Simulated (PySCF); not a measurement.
**CH₂Cl₆Si₂: density, localisation and related maps**

Input

```
{"job": {"kind": "nmr", "xc": "PBE0", "basis": "pcSseg-1"}, "charge": 0, "multiplicity": 1}
Si     1.137920     0.825894     0.800244
Cl     1.525599     2.838204     0.878245
Cl     0.473752     0.227491     2.638622
Cl     2.876240    -0.159871     0.371858
C     -0.131650     0.511105    -0.518930
Si    -1.041652    -1.108642    -0.532513
Cl     0.212825    -2.690633    -0.203988
Cl    -1.933007    -1.353375    -2.362321
Cl    -2.498810    -1.110062     0.900135
H      0.373060     0.630342    -1.493162
H     -0.896226     1.304037    -0.447290
```

Launched as:

```sh
OMP_NUM_THREADS=1 python probes_run.py task.json out
```

Geometry: PBE0-D3(BJ)/def2-SVP.

All numbers below come from PySCF 2.14.0, PBE0/pcSseg-1, SCF density, gas phase, non-relativistic.

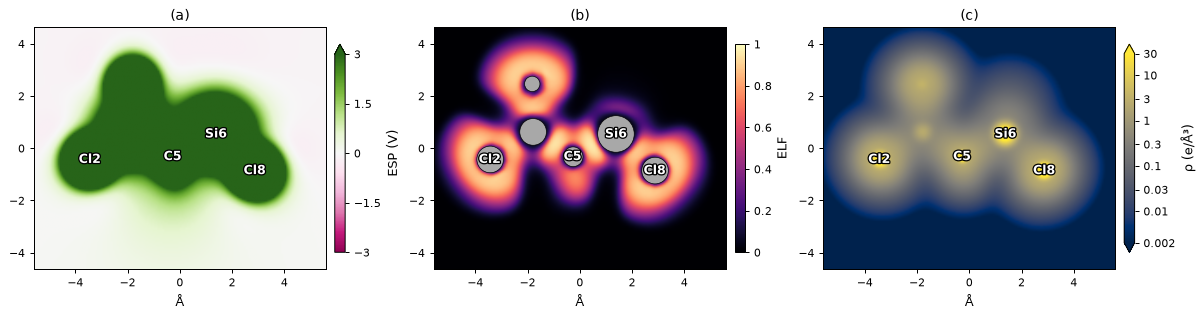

Figure 1. (a) electrostatic potential; (b) electron localisation function; (c) electron density on the plane of atoms C5, Si6 and Cl8. Grey discs cover the atomic cores in the ELF map.

Interpret the plot.

Answer. The plane passes through Cl, C and Si nuclei. C–Si (1.86 Å): ρ is about 0.97 e/Å³ halfway; the ELF peaks at about 0.95 between the atoms (a covalent bond). Si–Cl (2.05 Å): the density is about 0.93 e/Å³ at the midpoint; the ELF peaks at about 0.90 between the atoms: a polar covalent bond. The ELF also peaks beside Cl8, Cl2 and Cl3, away from the bonds: lone-pair regions. The potential has no marked negative region in this plane.

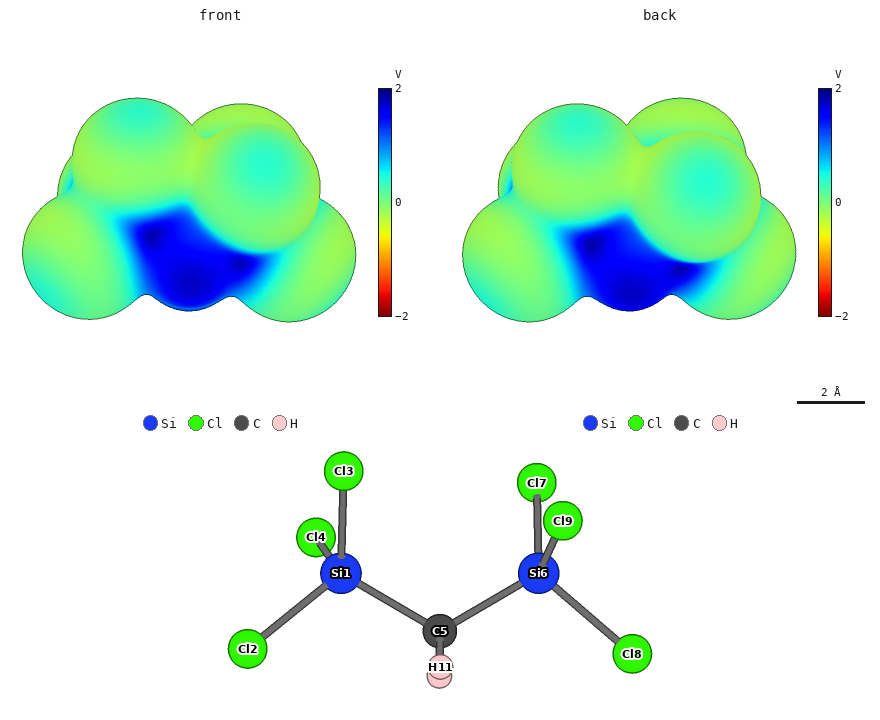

Figure 2. The electrostatic potential painted on the density surface at 0.002 e/bohr³, seen from the front and from behind; the colour scale runs from red (negative) to blue (positive). The bare structure is drawn below in the same view.

Where is the surface potential most negative and most positive?

Answer. The most negative region (about −0.2 V) lies over the Cl atoms, the most positive (about +1.7 V) over Si1, Si6, H10 and H11. Cl2 shows a σ-hole: about +0.4 V at the tip opposite its bond, against about 0.0 V on its flanks. Cl3 shows a σ-hole: about +0.4 V at the tip opposite its bond, against about −0.1 V on its flanks. Cl4 shows a σ-hole: about +0.4 V at the tip opposite its bond, against about 0.0 V on its flanks. Cl7 shows a σ-hole: about +0.4 V at the tip opposite its bond, against about −0.1 V on its flanks. Cl8 shows a σ-hole: about +0.4 V at the tip opposite its bond, against about 0.0 V on its flanks. Cl9 shows a σ-hole: about +0.4 V at the tip opposite its bond, against about 0.0 V on its flanks.

How polar is the molecule by this calculation?

Answer. Its dipole moment is 1.67 D.
